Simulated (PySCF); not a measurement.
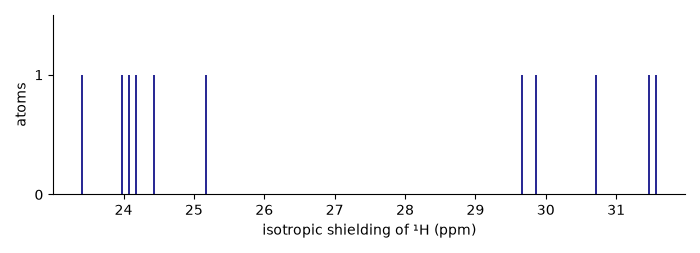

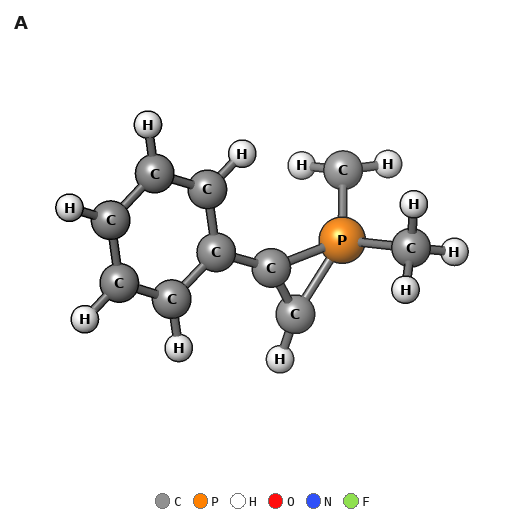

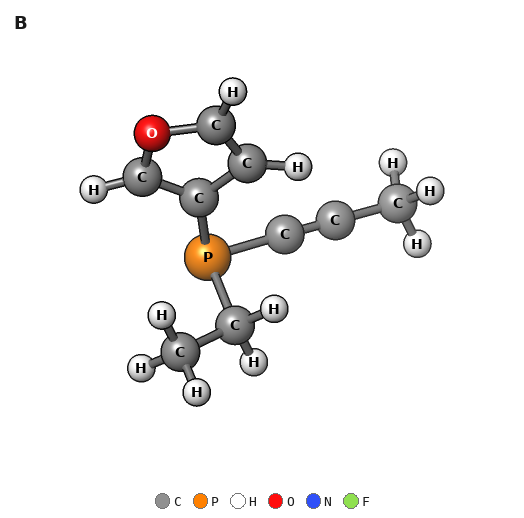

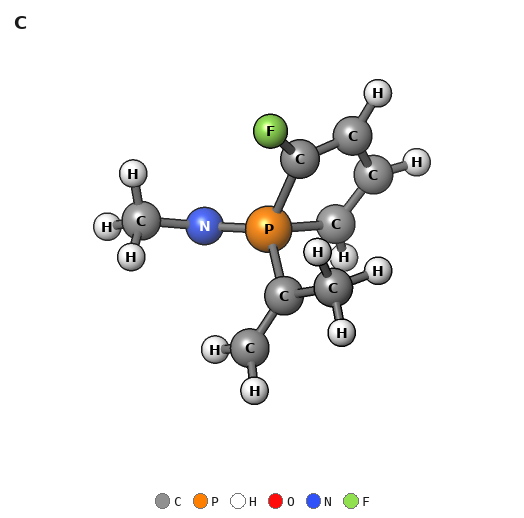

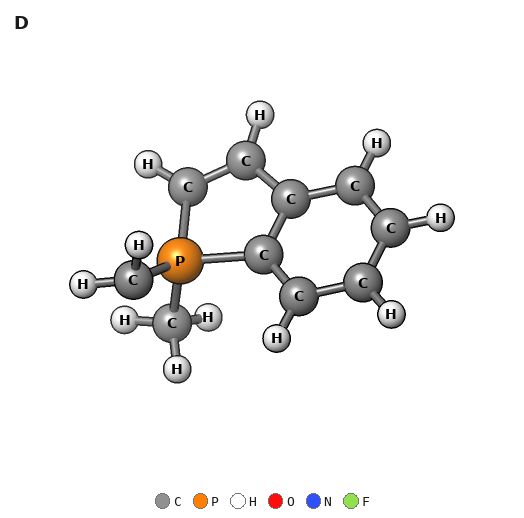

The sticks are computed shieldings of one of the molecules, for one fixed geometry (GFN2-xTB) without averaging over rotations. Low shielding means a high chemical shift. Method: GIAO PBE0/pcSseg-1 NMR shielding, non-relativistic, gas phase (PySCF 2.14.0).

Which molecule gives this pattern?

Answer. D, `C=[P@@]1(C)C=Cc2ccccc21`. Its 11 H atoms give lines at 23.41, 23.98, 24.08, 24.17, 24.44, 25.17, 29.66, 29.86, 30.71, 31.47, 31.57 ppm.

The geometry is semi-empirical. Around P such bond lengths and angles can be off by a tenth of an ångström or more and by several degrees, and values that hang on the shape move with them.
